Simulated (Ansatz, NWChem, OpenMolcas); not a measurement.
**S2 (sulfur dimer): methods side by side**

The species is S2 (2 atoms), meant as a triplet with charge 0. As SMILES, `S=S`. The bond length is the measured one.

```
atom   x (Å)   y (Å)   z (Å)
   S  0.0000  0.0000  0.0000
   S  0.0000  0.0000  1.8892
```

Quantity: the electronic atomisation energy, in eV. The values are calculated. Electronic energies at fixed atoms, without zero-point motion or spin-orbit coupling.

```csv
level,kind,program,value (eV),less CCSD(T)/cc-pVTZ,CPU time (all runs)
U-revPBE/cc-pVTZ,GGA,OpenMolcas,4.62,+0.59,18 s
UM06-L/cc-pVTZ,meta-GGA,OpenMolcas,4.68,+0.65,24 s
U-r2SCAN0/cc-pVTZ,hybrid meta-GGA,Ansatz,4.40,+0.37,7 s
UBHLYP/cc-pVTZ,global hybrid,Ansatz,3.93,-0.10,4.1 s
UM06-2X/cc-pVTZ,hybrid meta-GGA,OpenMolcas,4.45,+0.42,23 s
UBCCD(T)/cc-pVTZ,coupled cluster or CI,Ansatz,4.03,0.00,8.1 s
UCCSD(T)/cc-pVTZ,coupled cluster or CI,NWChem,4.03,0.00,51 s
UCR-CCSD(T)/cc-pVTZ,coupled cluster or CI,NWChem,3.95,-0.08,54 s
FCI/STO-3G,exact in the basis,Ansatz,3.51,-0.52,0.18 s
```

Differences are taken from UCCSD(T)/cc-pVTZ for orientation; it has basis-set and higher-order errors of its own. The values span 3.51 to 4.68 eV. High-level rows in very small sets aren't better than simpler rows in larger ones. In so small a basis fixed costs decide the times, and correlated methods can beat functionals. CPU times are rough (shared hosts, several kinds of processor and program).

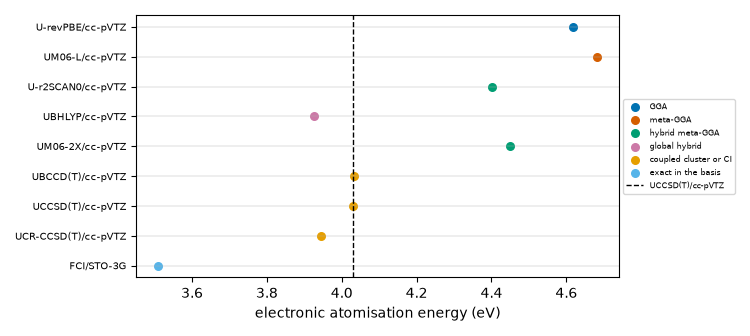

The values of the table, level by level.
